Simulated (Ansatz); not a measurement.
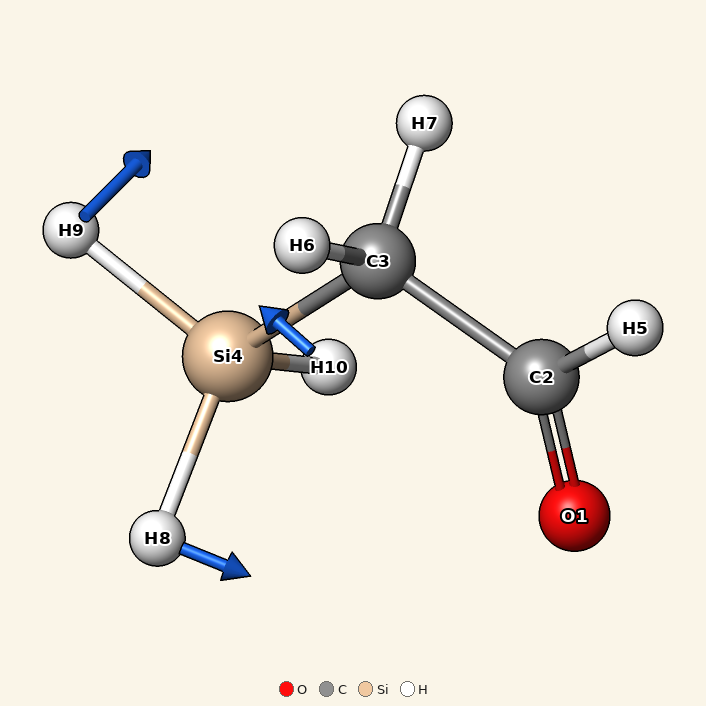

The arrows show one normal mode. Harmonic vibrations computed with RKS PBE0-D4/def2-TZVP (Ansatz 0.2.0) at a stationary point of the same level.

Question: Describe the motion.

Answer: Mostly H–Si–H bending.

Question: At what wavenumber does it lie?

Answer: 953 cm⁻¹; it is mode 13 of 24 counted from the lowest.
